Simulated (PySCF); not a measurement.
# CuOCl2: structure of the quartet

Aim: relax CuOCl2 as a quartet from a trigonal pyramidal start, check by its vibrations whether the end is a minimum, and collect its spectrum and constants.

Program: PySCF 2.14.0. Level of theory: PBE0, basis Cu def2-TZVP, O def2-TZVP, Cl def2-TZVP, no relativity, density fitting. These are calculated values, not measurements.

## Step 1: Where the work starts

4 atoms, charge 0, spin multiplicity 4.

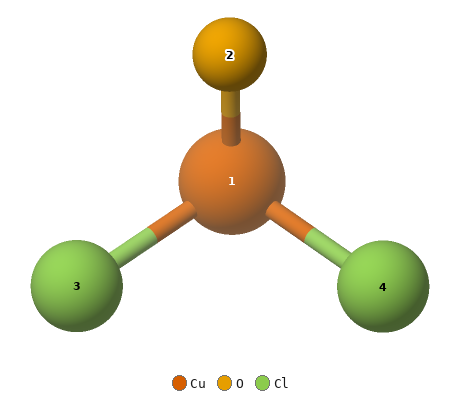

The starting geometry (copper orange, oxygen amber, chlorine green); atoms are numbered from 1 in the order of the file.

Coordinates in bohr (charge 0 multiplicity 4):
```
Cu    0.0000   -1.1652    0.0000
O     3.2491   -1.0761    0.0000
Cl   -0.7431    1.2946   -3.0489
Cl   -0.7431    1.2946    3.0489
```

## Step 2: First SCF at the start

The steps below are one call of a driver around PySCF. For each, scf.py gives the equivalent set-up of the SCF; relaxations use the driver's own optimiser. After this first run the driver tries any further starts and a stability analysis.

Input file scf.py:

```python
from pyscf import gto, scf, dft
mol = gto.M(atom='''
Cu     0.000000    -0.616610     0.000000
O      1.719340    -0.569470    -0.000010
Cl    -0.393210     0.685060    -1.613400
Cl    -0.393220     0.685060     1.613400''',
    basis={'Cu': 'def2-TZVP', 'O': 'def2-TZVP', 'Cl': 'def2-TZVP'},
    charge=0, spin=3)
mf = dft.UKS(mol, xc='PBE0')
mf.grids.atom_grid = (50, 194)
aux = {'Cu': 'def2-universal-JKFIT', 'O': 'def2-universal-JKFIT', 'Cl': 'def2-universal-JKFIT'}
mf = mf.density_fit(auxbasis=aux)
mf.conv_tol = 1e-08
mf.diis_space = 10
mf.max_cycle = 60
mf.init_guess = 'minao'
mf.verbose = 4
mf.kernel()
```

Launch:

```bash
> OMP_NUM_THREADS=4 python axn.py task.json out
```

Standard output:

```text
init E= -2635.23837566151
[... the frontier-level lines of each cycle are left out ...]
cycle= 1 E= -2631.13934172759  delta_E=  4.1  |g|= 4.25  |ddm|= 1.68
cycle= 2 E= -2612.3438507707  delta_E= 18.8  |g|= 8.99  |ddm|= 7.26
cycle= 3 E= -2632.77919527421  delta_E= -20.4  |g|=  3.2  |ddm|= 6.23
cycle= 4 E= -2627.28170515175  delta_E=  5.5  |g|= 2.83  |ddm|=  7.7
cycle= 5 E= -2634.35587850316  delta_E= -7.07  |g|= 1.38  |ddm|=  7.8
cycle= 6 E= -2634.44738374967  delta_E= -0.0915  |g|= 1.92  |ddm|= 1.55
cycle= 7 E= -2635.27611307332  delta_E= -0.829  |g|= 0.823  |ddm|= 0.487
cycle= 8 E= -2635.44735692262  delta_E= -0.171  |g|= 0.217  |ddm|= 0.337
cycle= 9 E= -2635.46594548689  delta_E= -0.0186  |g|= 0.116  |ddm|= 0.108
cycle= 10 E= -2635.47388753548  delta_E= -0.00794  |g|= 0.0265  |ddm|= 0.116
cycle= 11 E= -2635.47413359687  delta_E= -0.000246  |g|= 0.0425  |ddm|= 0.0657
cycle= 12 E= -2635.47462116084  delta_E= -0.000488  |g|= 0.0288  |ddm|= 0.0143
cycle= 13 E= -2635.47527454636  delta_E= -0.000653  |g|= 0.00645  |ddm|= 0.0421
cycle= 14 E= -2635.47539065614  delta_E= -0.000116  |g|= 0.00576  |ddm|= 0.021
cycle= 15 E= -2635.47549598354  delta_E= -0.000105  |g|= 0.00356  |ddm|= 0.028
cycle= 16 E= -2635.47554128616  delta_E= -4.53e-05  |g|= 0.00197  |ddm|= 0.0197
cycle= 17 E= -2635.4755573234  delta_E= -1.6e-05  |g|= 0.00147  |ddm|= 0.0113
cycle= 18 E= -2635.47556646036  delta_E= -9.14e-06  |g|= 0.000582  |ddm|= 0.0117
cycle= 19 E= -2635.47556792974  delta_E= -1.47e-06  |g|= 0.00046  |ddm|= 0.00412
cycle= 20 E= -2635.47556846176  delta_E= -5.32e-07  |g|= 0.000232  |ddm|= 0.00196
cycle= 21 E= -2635.47556863307  delta_E= -1.71e-07  |g|= 0.000191  |ddm|= 0.00102
cycle= 22 E= -2635.47556876771  delta_E= -1.35e-07  |g|= 5.79e-05  |ddm|= 0.00178
cycle= 23 E= -2635.47556877482  delta_E= -7.11e-09  |g|= 3.39e-05  |ddm|= 0.000221
Extra cycle  E= -2635.47556877372  delta_E= 1.11e-09  |g|= 0.000104  |ddm|= 6.43e-05
converged SCF energy = -2635.47556877372  <S^2> = 3.7659429  2S+1 = 4.0079635
```

This step, with its further starts and checks, ran for 39 s (4 threads of Arm Neoverse V1, shared host).

Energies from each starting density:

```
                      start   energy (Eh)
    the minimal-basis guess  -2635.475569
a thermally smeared density  -2635.478836
      a smeared PBE density  -2635.475569
```

This is not the lowest solution: one lies 8.6 kJ/mol lower, at -2635.47884 Eh, and the relaxation starts from that.

## Step 3: Relaxing the quartet from the trigonal pyramidal start

The program finds Cs symmetry in the start, which this walk keeps. Threshold on the gradient: 0.0003 Eh/bohr, with a further test on the energy change.

scf.py, as its differences from that of step 2:

```diff
@@ -3,4 +3,4 @@
-Cu     0.000000    -0.616610     0.000000
-O      1.719340    -0.569470    -0.000010
-Cl    -0.393210     0.685060    -1.613400
-Cl    -0.393220     0.685060     1.613400''',
+Cu    -0.000001    -0.616609    -0.000001
+O      1.719339    -0.569469    -0.000000
+Cl    -0.393216     0.685062    -1.613399
+Cl    -0.393216     0.685059     1.613401''',
@@ -16 +15,0 @@
-mf.init_guess = 'minao'
```

Energy and gradient, step by step:

```
step   energy (Eh)  change (kJ/mol)  largest symmetric gradient (Eh/bohr)
   0  -2635.478836             0.00                               0.03907
   1  -2635.484653           -15.27                               0.01578
   2  -2635.489100           -26.95                               0.01050
   3  -2635.490440           -30.47                               0.00902
   4  -2635.491229           -32.54                               0.00940
   5  -2635.492149           -34.95                               0.00824
   6  -2635.492813           -36.70                               0.00497
   7  -2635.493056           -37.34                               0.00154
   8  -2635.493096           -37.44                               0.00079
   9  -2635.493108           -37.47                               0.00099
  10  -2635.493123           -37.51                               0.00145
  11  -2635.493138           -37.55                               0.00148
  12  -2635.493161           -37.61                               0.00131
  13  -2635.493185           -37.67                               0.00112
  14  -2635.493205           -37.73                               0.00048
  15  -2635.493211           -37.74                               0.00016
  16  -2635.493211           -37.74                               0.00005
```

The walk took 92 s.

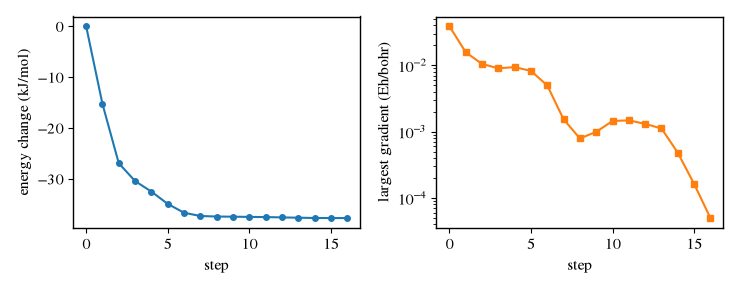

How energy and gradient fall.

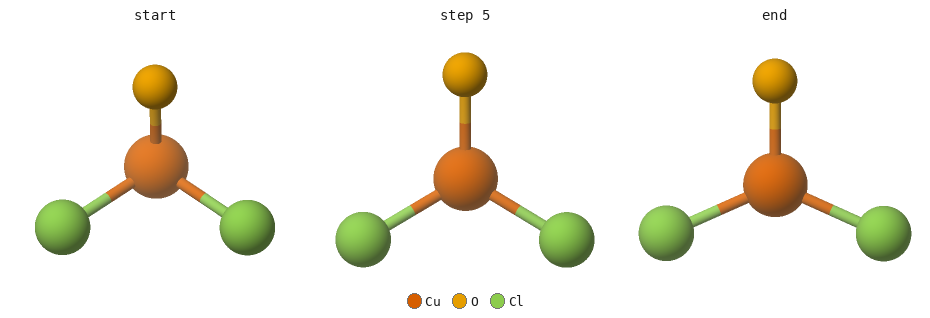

Start and end of the relaxation, with a step between.

It settles in Cs symmetry, 37.7 kJ/mol below the start, after 16 steps: Cu–Cl 2.091 Å (×2), Cu–O 1.867 Å; Cl–Cu–Cl 130.1°, Cl–Cu–O 111.5° (×2).

## Step 4: Is it a minimum? Harmonic modes

On the finer grid the gradient is checked again; gradients at displacements of ±0.02 bohr then give force constants and infrared intensities.

scf.py, as its differences from that of step 3:

```diff
@@ -3,4 +3,4 @@
-Cu    -0.000001    -0.616609    -0.000001
-O      1.719339    -0.569469    -0.000000
-Cl    -0.393216     0.685062    -1.613399
-Cl    -0.393216     0.685059     1.613401''',
+Cu     0.074123    -0.257285    -0.000000
+O      1.823363    -0.909088    -0.000001
+Cl    -0.484902     0.435310    -1.892517
+Cl    -0.484902     0.435306     1.892518''',
@@ -10 +10 @@
-mf.grids.atom_grid = (50, 194)
+mf.grids.atom_grid = (75, 302)
@@ -13 +13 @@
-mf.conv_tol = 1e-08
+mf.conv_tol = 1e-10
```

The driver hands on the density of the step before, so the log starts near convergence.

SCF at the final geometry:

```text
init E= -2635.49308678476
[... the frontier-level lines of each cycle are left out ...]
cycle= 1 E= -2635.49308678468  delta_E= 7.73e-11  |g|= 2.48e-05  |ddm|= 1.48e-05
cycle= 2 E= -2635.49308678248  delta_E= 2.2e-09  |g|= 0.00011  |ddm|= 4.5e-05
cycle= 3 E= -2635.49308678484  delta_E= -2.36e-09  |g|= 3.42e-06  |ddm|= 3.65e-05
cycle= 4 E= -2635.49308678486  delta_E= -2.27e-11  |g|= 2.47e-06  |ddm|= 4.88e-06
Extra cycle  E= -2635.49308678489  delta_E= -2.73e-11  |g|= 3.57e-06  |ddm|= 9.39e-06
converged SCF energy = -2635.49308678489  <S^2> = 3.7668871  2S+1 = 4.0084346
```

The whole step took 3.8 min.

Geometry: Cs; Cu–Cl 2.091 Å (×2), Cu–O 1.867 Å; Cl–Cu–Cl 129.6°, Cl–Cu–O 111.5° (×2).

Modes, for the most abundant isotopes:

```csv
symmetry,ω (cm⁻¹),IR (km/mol),μ (u),type
a',42,5.2,38.71,bend
a'',66,1.2,19.50,bend
a',91,9.3,32.33,bend
a',342,3.6,37.04,stretch
a',387,60.1,18.28,stretch
a'',447,0.2,44.39,stretch
```

μ is the mass of the mode for normalised Cartesian displacements, not the reduced mass of the usual diatomic formula.

No imaginary mode, so this is a minimum.

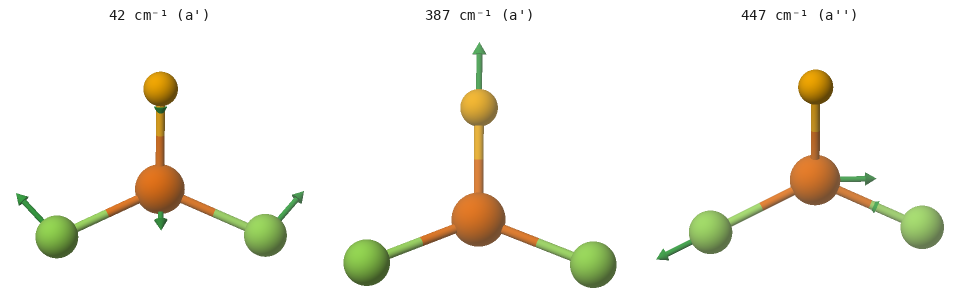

Displacements of 3 of the modes, as arrows (one member where a mode is degenerate).

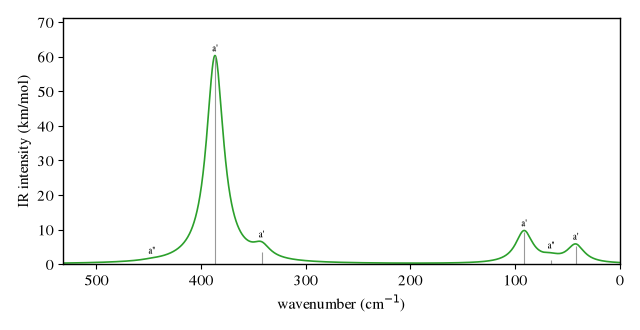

The harmonic infrared spectrum (widths in cm⁻¹). Lines are broadened to a width of 20 cm⁻¹ (Lorentzian).

Constants and moments:

```
Dipole moment                                                   : 0.99 D
Highest occupied level                                          : -8.89 eV
Lowest empty level                                              : -6.76 eV
Rotational constants                                            : 0.1676, 0.06637, 0.0485 cm⁻¹
Zero-point energy                                               : 8.2 kJ/mol
Principal polarisabilities                                      : 33.0, 89.3, 102.0 bohr³
Atomisation energy without zero-point energy                    : 618 kJ/mol
Principal traceless quadrupole moments about the centre of mass : -2.17, -0.48, 2.64 D Å
Entropy at 298.15 K and 1 bar (electronic part: spin only)      : 365.2 J/(mol K)
Heat capacity Cp at 298.15 K                                    : 76.6 J/(mol K)
Enthalpy at 298.15 K above 0 K                                  : 18.75 kJ/mol
Rotational symmetry number                                      : 1
Spin squared ⟨S²⟩                                               : 3.767
```

Charges (e) and bond orders:

```json
{"atom": "Cu1", "Mulliken": "0.54", "Löwdin": "-0.34", "polar tensor": "0.04", "spin (Mulliken)": "0.55", "Mayer order to Cu1": "–"}
{"atom": "O2", "Mulliken": "-0.14", "Löwdin": "-0.03", "polar tensor": "0.28", "spin (Mulliken)": "1.57", "Mayer order to Cu1": "0.74"}
{"atom": "Cl3,4", "Mulliken": "-0.20", "Löwdin": "0.18", "polar tensor": "-0.16", "spin (Mulliken)": "0.44", "Mayer order to Cu1": "0.99"}
```

Mulliken populations on Cu1: s 6.53, p 12.47, d 9.46, f 0.00.

## Step 5: Outcome

```
                                          quantity                                                                   value
                                           minimum                                                             quartet, Cs
                                          geometry  Cu–Cl 2.091 Å (×2), Cu–O 1.867 Å; Cl–Cu–Cl 129.6°, Cl–Cu–O 111.5° (×2)
                                wavenumbers (cm⁻¹)               42 (a'), 66 (a''), 91 (a'), 342 (a'), 387 (a'), 447 (a'')
                                     dipole moment                                                                  0.99 D
highest occupied, lowest empty level (either spin)                                                         -8.89, -6.76 eV
                        polar-tensor charge of Cu1                                                                 +0.04 e
                                 zero-point energy                                                              8.2 kJ/mol
                               entropy at 298.15 K                                                         365.2 J/(mol K)
         atomisation energy (no zero-point energy)                                                              618 kJ/mol
                                              ⟨S²⟩                                                                   3.767
```

The trigonal pyramidal start keeps its Cs symmetry and ends in a minimum. The strongest infrared band lies at 387 cm⁻¹ (a', stretch). Most of the spin sits on O2 (Mulliken spin 1.57, against 3 for the whole molecule). The first SCF alone would have been 9 kJ/mol too high. Other starts or spin states, not run here, may lie lower. One determinant may miss the lowest occupation of an open d or f shell.

The search up to here took 6 min.
